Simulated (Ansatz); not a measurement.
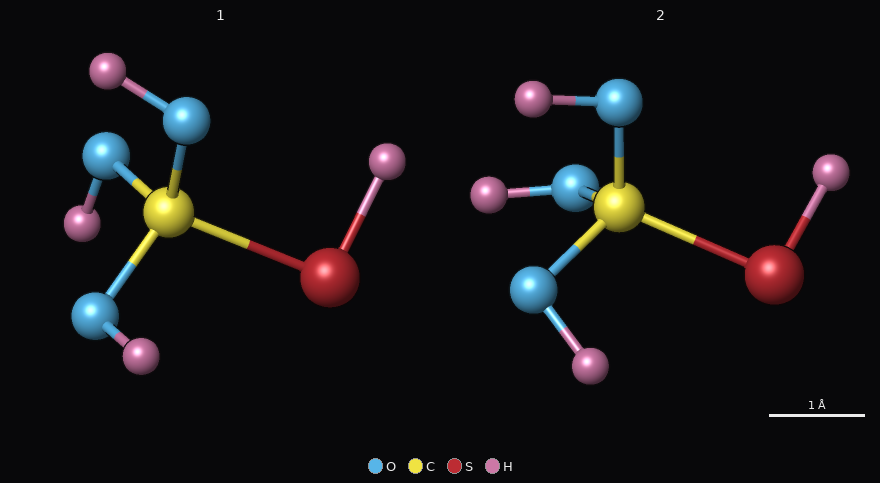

Two geometries of CH4O3S (coarse preliminary run), drawn at one scale. One is the start of a relaxation, the other its converged end. The picture is a ball-and-stick view, seen at a tilt.

Computed with RKS PBE-D4/def2-SVP (Ansatz). Settings: force threshold 0.03 eV/Å; at most 200 steps.

Which geometry has the lower energy?

Answer. Structure 1 is the relaxed one. The start comes from a force field. An H atom moves most after the best rigid fit: 0.62 Å. Largest moves by element: H 0.62 Å, O 0.52 Å, S 0.39 Å, C 0.13 Å. Near-neighbour distances that change, for instance: C–S 1.783 → 1.883 Å, H–O 0.915 → 0.977 Å, H–O 1.031 → 0.978 Å, C–O 1.333 → 1.384 Å. Bond angles that change, for instance: O–C–O 106.9° → 114.2°, O–C–O 113.9° → 107.9°, C–O–H 102.3° → 106.7°. Groups turn about C–O by about 80°, C–O by about 55°, C–O by about 45°. The energy falls by 83.0 kJ/mol in 13 accepted moves (16 points after the start). The largest force component goes from 4.2 to 0.013 eV/Å. The line search rejected the trial steps at points 6, 11, 14 of the run. The run took 17 s on 4 threads of Arm Neoverse V1, on a shared host.
